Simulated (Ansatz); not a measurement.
**CH₄FOSi (charge +1): density, localisation and related maps**

Input file:

```
crystal:
  periodic: [false, false, false]
  atoms:
    - { symbol: O, position_ang: [-0.72232, 1.55666, -0.28623] }
    - { symbol: C, position_ang: [0.04008, 0.87044, 0.41096] }
    - { symbol: Si, position_ang: [0.38715, -1.02974, 0.07359] }
    - { symbol: F, position_ang: [-0.60197, -1.10123, -1.18688] }
    - { symbol: H, position_ang: [-1.16994, 1.10783, -1.04752] }
    - { symbol: H, position_ang: [0.50016, 1.43259, 1.23027] }
    - { symbol: H, position_ang: [1.75787, -1.09287, -0.38456] }
    - { symbol: H, position_ang: [-0.19102, -1.74367, 1.19037] }
total_charge: 1
basis:
  gaussian: { orbitals: def2-SVP }
hamiltonian:
  xc: pbe0
relax:
  f_tol: 0.015
  max_steps: 40
output:
  orbitals: {}
```

Launched as:

```sh
ansatz run input.yaml --threads 1 --pin off --max-ram 2048MiB --backend cpu --events-out ev --progress --plain --runs-dir out
```

The fields are those of the relaxed geometry.

Theory: Ansatz, RKS PBE0/def2-SVP.

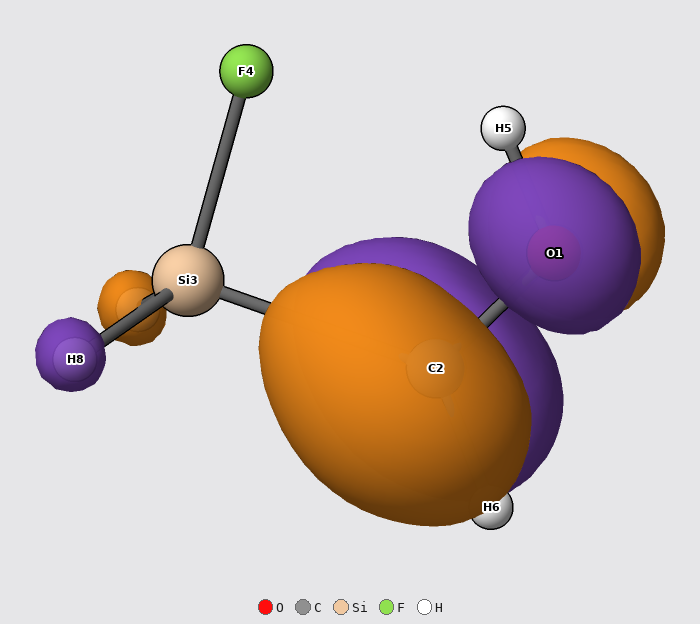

Figure 1. One frontier orbital at ±0.15 Å⁻³ᐟ² (orange and purple are the two phases), seen at an oblique angle.

> Which orbital is it: HOMO or LUMO?

The LUMO, at −9.25 eV. By Hirshfeld shares it lies mainly on C2 (about 55 %) and O1 (about 25 %); π-antibonding (π*) across C2–O1.

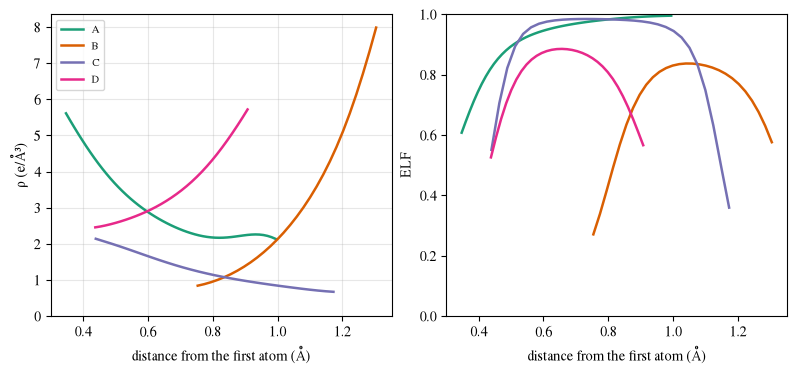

Figure 2. Electron density and electron localisation function along straight lines between neighbouring atoms. The curves leave out the atomic cores.

> Which curve belongs to which contact (C–O, C–Si, O–H and Si–F)? The first atom named is at distance zero.

Curve A: O–H (0.99 Å): ρ is about 3.7 e/Å³ halfway; the ELF climbs to about 1 towards the hydrogen, as it does in any bond to H: an ordinary covalent bond to hydrogen. Curve B: Si–F (1.63 Å): ρ is about 1 e/Å³ halfway; the ELF peaks at about 0.85 in the valence shell of F, 0.6 Å from its nucleus, and is about 0.50 at the midpoint. Curve C: C–Si (1.95 Å): ρ at the midpoint is about 0.87 e/Å³; the ELF peaks at about 1 between the atoms; a covalent bond. Curve D: C–O (1.25 Å): ρ at the midpoint is about 3 e/Å³; the ELF peaks at about 0.90 between the atoms (a shared but strongly polarised pair).

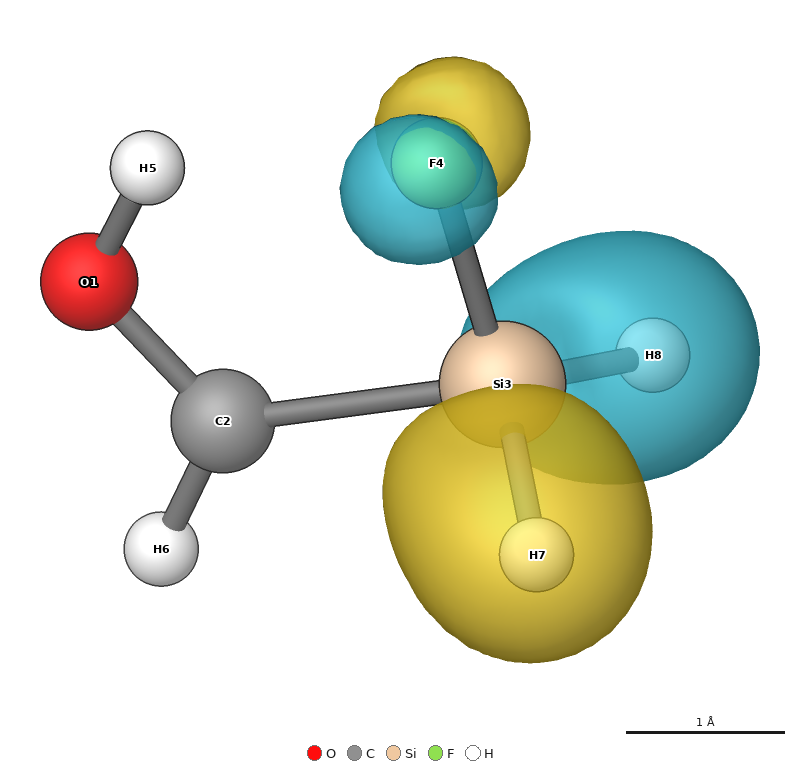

Figure 3. The HOMO at ±0.2 Å⁻³ᐟ² (yellow and cyan are the two phases), seen at an oblique angle.

> Describe this orbital and give its energy.

It lies mainly on Si3 (about 35 %), H8 (about 25 %), H7 (about 25 %) and F4 (about 15 %). Its energy is −15.76 eV.
